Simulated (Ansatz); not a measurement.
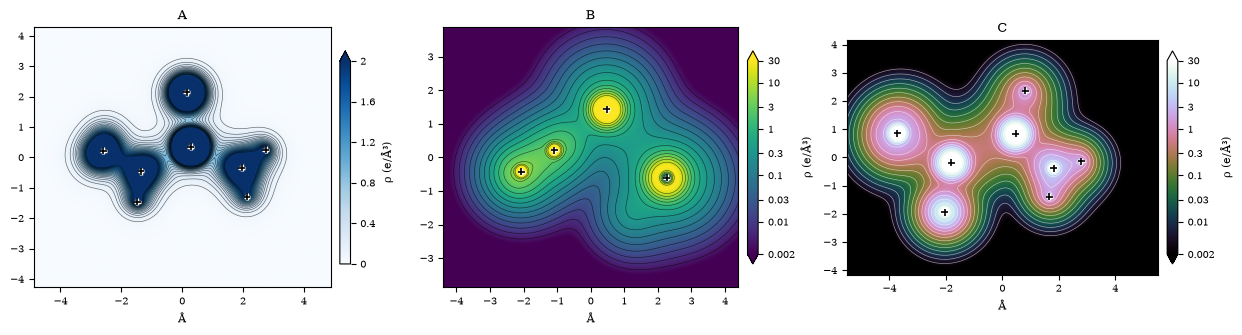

The electron density of 3 systems, each on a plane through atoms (crosses mark nuclei in the plane).

Computed with Ansatz, isolated molecule in a Gaussian basis; Kohn-Sham density functional theory, functional PBE0.

System 1: ClFGa2H3N, the molecular plane. Geometry: B3LYP/6-31G*.

```xyz
8

Cl    1.8910   -0.6740    0.3196
F    -1.3623   -0.5369    0.2495
Ga   -0.2602    1.4082    3.2502
Ga    0.0168    0.0227    1.2030
N    -1.9993    1.7750    3.6494
H    -2.2863    2.3262    4.4489
H    -2.7839    1.4513    3.0982
H     0.8748    1.9637    4.1779
```

System 2: FGaH5N3 (SMILES N[NH][Ga]([NH2])[F]), the plane of atoms N3, N4 and H8. Geometry: PBE0-D3(BJ)/pcseg-1.

```xyz
10

F     0.5396    1.2302   -2.1936
Ga    0.1188    0.6063   -0.5761
N    -0.6860    3.2692    0.1673
N    -0.5244    1.9138    0.5187
N     0.2785   -1.1903   -0.3247
H     0.2142    3.6673   -0.0915
H    -1.2873    3.3442   -0.6505
H    -0.8389    1.7411    1.4632
H     0.8638   -1.7099   -0.9683
H     0.3506   -1.5673    0.6121
```

System 3: CHGeNSb (doublet), the plane of atoms C1, Ge2 and Sb4. Geometry: B3LYP-D3(BJ)/def2-SVP; core potentials replace the inner electrons of Sb.

```xyz
5

C    -0.3732   -0.9212   -2.6940
Ge   -0.1634    0.4734   -1.3054
N    -0.4248   -1.7999   -3.4604
Sb   -1.8146    2.2118   -2.5709
H    -2.6108    0.9757   -3.4692
```

**Which map belongs to which system?**

Panel A is system 2, FGaH5N3: the plane holds F, Ga, N and H. N–N (1.41 Å): ρ is about 2.1 e/Å³ halfway. Panel B is system 3, CHGeNSb: the plane holds C, Ge, N and Sb. C–N (1.17 Å): ρ is about 3.6 e/Å³ halfway. Panel C is system 1, ClFGa2H3N: the plane holds Cl, F, Ga, N and H. Ga–F (1.77 Å): ρ at the midpoint is about 0.87 e/Å³.
